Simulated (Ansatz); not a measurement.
# CH3BBrF: a ladder of functionals and wavefunction methods

Aim: compute CH3BBrF with functionals from several rungs and with coupled cluster, and see how far each lands from CCSD(T) at the basis-set limit for the atomisation energy.

Program: Ansatz 0.2.0, Gaussian basis. Level of theory: functionals in def2-TZVPP, the program's frozen cores in correlated methods. These are calculated values, not measurements.

The runs, in order: LDA (SPW92), PBE-D4, revPBE-D4, BLYP-D4, r2SCAN-D4, B97M-V, PBE0-D4, B3LYP-D4, r2SCANh-D4, r2SCAN0-D4, HSE06-D4, BHLYP-D4, CAM-B3LYP-D4, LC-ωPBE, ωB97X-V, ωB97M-V, B2PLYP, PBE-QIDH; CCSD(T)/def2-SVP; CCSD(T)/def2-TZVPP; MP2/def2-QZVPP; extrapolation to the limit; RPA on PBE.

## Step 1: The geometry

All runs share one geometry, relaxed beforehand with PBE0-D4 in a triple-zeta def2 set.

SMILES `BC(F)Br`, 7 atoms, charge 0, spin multiplicity 1.

Atoms are counted from 1 here; the program's logs count them from 0.

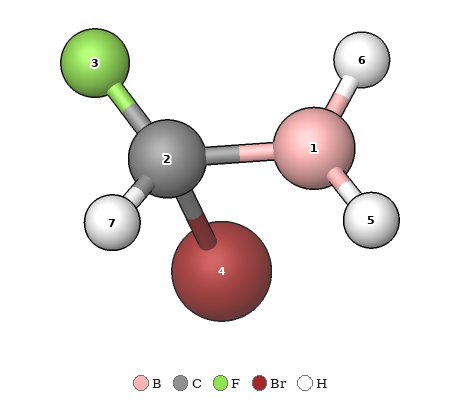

The geometry (boron pink, carbon grey, fluorine green, bromine red, hydrogen white); atoms are numbered from 1 in the order of the file.

Geometry (Å):

```xyz
7
CH3BBrF
B    -0.3852    0.7646    0.0194
C     0.6039   -0.4232    0.0813
F     0.8804   -1.0368    1.2314
Br   -1.0608   -1.2510   -0.7935
H    -0.3330    1.4853   -0.9275
H    -1.0379    1.0013    0.9866
H     1.3938   -0.6080   -0.6435
```

## Step 2: LDA

This LDA is Slater exchange with PW92 correlation.

Contents of in.yaml:

```yaml
crystal:
  periodic: [false, false, false]
  atoms:
    - {symbol: B, position_ang: [-0.385182, 0.764566, 0.019436]}
    - {symbol: C, position_ang: [0.603884, -0.423236, 0.081255]}
    - {symbol: F, position_ang: [0.880414, -1.036815, 1.231431]}
    - {symbol: Br, position_ang: [-1.060801, -1.250995, -0.793466]}
    - {symbol: H, position_ang: [-0.333041, 1.485330, -0.927544]}
    - {symbol: H, position_ang: [-1.037917, 1.001295, 0.986551]}
    - {symbol: H, position_ang: [1.393841, -0.608044, -0.643464]}
basis:
  gaussian: {orbitals: def2-TZVPP}
hamiltonian: {xc: lda}
output: {orbitals: {seedname: orbitals}}
```

Started as:

```sh
ansatz run in.yaml --threads 2 --pin off --events-out ev --progress --plain --max-ram 4352MiB
```

The runs that follow: PBE-D4 (GGA); revPBE-D4 (GGA); BLYP-D4 (GGA); r2SCAN-D4 (meta-GGA); B97M-V (meta-GGA); B3LYP-D4 (hybrid); r2SCANh-D4 (hybrid); r2SCAN0-D4 (hybrid); HSE06-D4 (hybrid); BHLYP-D4 (hybrid); CAM-B3LYP-D4 (range-separated); LC-ωPBE (range-separated); ωB97X-V (range-separated); ωB97M-V (range-separated); B2PLYP (double hybrid); PBE-QIDH (double hybrid); CCSD(T) in def2-SVP; CCSD(T) in def2-TZVPP; MP2 in def2-QZVPP; RPA on PBE orbitals.

**Question.** What will the summary of the whole plan be? Wanted: atomisation energy, CCSD(T)/CBS; farthest beyond LDA; mean size of error, GGA; mean size of error, meta-GGA; mean size of error, hybrid; mean size of error, range-separated; mean size of error, double hybrid; gap, smallest and largest; T1 diagnostic.

The runs gave:

| quantity | value |
| --- | --- |
| atomisation energy, CCSD(T)/CBS | 24.478 eV |
| functionals within 0.245 eV (1.0 %) | revPBE-D4, BLYP-D4, B97M-V, B3LYP-D4, r2SCANh-D4, r2SCAN0-D4, CAM-B3LYP-D4, LC-ωPBE, ωB97X-V, ωB97M-V, B2PLYP, PBE-QIDH |
| farthest beyond LDA | PBE-D4 (+0.920 eV) |
| mean size of error, GGA | 0.416 eV |
| mean size of error, meta-GGA | 0.236 eV |
| mean size of error, hybrid | 0.302 eV |
| mean size of error, range-separated | 0.079 eV |
| mean size of error, double hybrid | 0.105 eV |
| gap, smallest and largest | 4.85 eV (LDA (SPW92)), 12.38 eV (LC-ωPBE) |
| T1 diagnostic | 0.0113 |
| triples share of the correlation energy | 3.6 % |

In words: LDA overbinds by 4.279 eV (17 %). PBE-D4 is off by +0.920 eV. Double hybrids carry the basis error of their MP2 part in triple zeta, and no dispersion term here, so their miss is partly the set-up's. The rungs range-separated, double hybrid, meta-GGA miss on average by less than the doubt on the reference (0.245 eV), so they tie. Misses under about 0.245 eV are within the doubt on the reference itself, which lacks core-valence correlation, relativity and higher excitations, and its outer-core shells are covered unevenly. All levels share the lack of spin-orbit coupling, which lowers the free heavy atoms and so the true binding. Hartree-Fock recovers 73 % of the binding; the rest is correlation. CCSD(T) in def2-SVP is off by -1.311 eV, so the small basis spoils what the method gains. The gap grows from 4.8 to 12.4 eV across the functionals, mostly with the share of exact exchange. Correlated methods include outer-core shells of Br, which these sets cover unevenly.
